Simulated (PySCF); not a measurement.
Dissociation curve of H₃N, SMILES N. The N1–H4 bond (N1 also carries H, H; H4 carries nothing else) is pulled apart rigidly from the PBE0/def2-TZVP optimised geometry.

RHF/cc-pVTZ (PySCF); UHF/cc-pVTZ (PySCF); RKS-BHandHLYP = restricted BHandHLYP/cc-pVTZ (PySCF 2.14.0).

Magnitude of the dipole moment (D; its direction can reverse along the curve, and a method can change to another solution) and Mulliken charge of the fragment that holds N1:

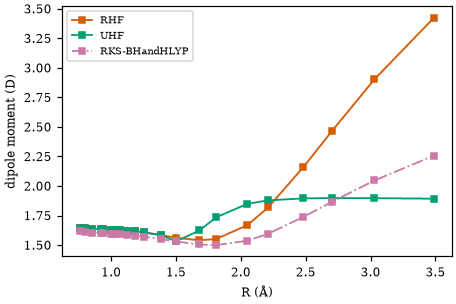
Dipole moment against bond length.

| R / Å | μ RHF | q RHF | μ UHF | q UHF | μ RKS-BHandHLYP | q RKS-BHandHLYP |
|---|---|---|---|---|---|---|
| 0.76 | 1.65 | -0.18 | 1.65 | -0.18 | 1.62 | -0.15 |
| 0.80 | 1.64 | -0.17 | 1.64 | -0.17 | 1.61 | -0.15 |
| 0.85 | 1.64 | -0.17 | 1.64 | -0.17 | 1.61 | -0.16 |
| 0.92 | 1.63 | -0.17 | 1.63 | -0.17 | 1.60 | -0.16 |
| 0.94 | 1.63 | -0.17 | 1.63 | -0.17 | 1.60 | -0.16 |
| 1.00 | 1.63 | -0.16 | 1.63 | -0.16 | 1.59 | -0.16 |
| 1.01 | 1.63 | -0.16 | 1.63 | -0.16 | 1.59 | -0.16 |
| 1.03 | 1.63 | -0.16 | 1.63 | -0.16 | 1.59 | -0.16 |
| 1.07 | 1.63 | -0.16 | 1.63 | -0.16 | 1.59 | -0.16 |
| 1.12 | 1.62 | -0.16 | 1.62 | -0.16 | 1.59 | -0.16 |
| 1.18 | 1.62 | -0.16 | 1.62 | -0.16 | 1.58 | -0.16 |
| 1.25 | 1.61 | -0.15 | 1.61 | -0.15 | 1.57 | -0.16 |
| 1.38 | 1.58 | -0.14 | 1.58 | -0.14 | 1.55 | -0.15 |
| 1.50 | 1.56 | -0.12 | 1.53 | -0.10 | 1.53 | -0.13 |
| 1.68 | 1.54 | -0.09 | 1.62 | -0.02 | 1.50 | -0.10 |
| 1.81 | 1.55 | -0.06 | 1.74 | 0.00 | 1.50 | -0.08 |
| 2.05 | 1.67 | -0.01 | 1.85 | 0.01 | 1.54 | -0.04 |
| 2.21 | 1.82 | 0.02 | 1.88 | 0.01 | 1.60 | -0.02 |
| 2.48 | 2.16 | 0.06 | 1.89 | 0.01 | 1.74 | 0.01 |
| 2.70 | 2.46 | 0.09 | 1.90 | 0.01 | 1.86 | 0.02 |
| 3.03 | 2.90 | 0.12 | 1.90 | 0.00 | 2.05 | 0.04 |
| 3.49 | 3.43 | 0.13 | 1.89 | 0.00 | 2.26 | 0.05 |

The restricted form behind RHF, RKS-BHandHLYP keeps the bonding electrons paired and can't separate into open-shell fragments. The unrestricted determinant behind UHF is spin-contaminated at 1.50 to 3.49 Å (<S²> up to 1.0, against 0.00 for a pure singlet).
